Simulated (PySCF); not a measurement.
Molecule: C2H11NO4Si2, SMILES C[Si](O)(O)N[Si](C)(O)O. Atoms near the plane z = 0.0 Å, at the GFN2-xTB optimised geometry (x, y, z in Å): Si1 (1.0, -0.9, 0.0), C2 (2.9, -0.9, 0.0), N5 (0.4, 0.7, 0.0), Si6 (-1.3, 1.1, 0.2), O8 (-1.4, 2.7, 0.6), H10 (3.3, -1.9, 0.2), H11 (3.3, -0.6, -1.0), H12 (3.3, -0.2, 0.7), H15 (1.0, 1.4, -0.5).

Level of theory: PBE0/def2-SVP (PySCF). Cells within 0.4 Å of a nucleus heavier than hydrogen are left out (blank, or x). The values are rescaled to run from 0 to 1.

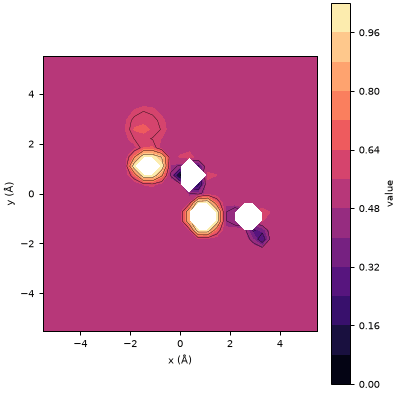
Figure. a field on the plane z = 0.0 Å.

Task: Which quantity is mapped?
A. Laplacian of the electron density
B. an orbital amplitude
C. electron localisation function
D. electrostatic potential

Result: A, Laplacian of the electron density. In full: Laplacian of the electron density (e/bohr⁵), clipped to [-1.50, 1.50].
